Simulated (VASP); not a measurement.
Band structure of Na$_{2}$S (antifluorite). Level of theory: r2SCAN meta-GGA, VASP's PBE PAW potentials (set 64) (plane waves; VASP).

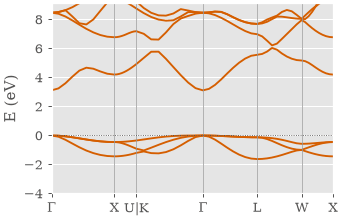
*Bands along high-symmetry lines, zero at the valence-band maximum or, without a gap, the Fermi level*

Problem. Read the plot: is there a gap, and where are the band edges?

Solution. The gap is direct, 3.11 eV, from the valence maximum at Γ to the conduction minimum at Γ.

The compound is Na2S in the antifluorite structure. It was relaxed first.
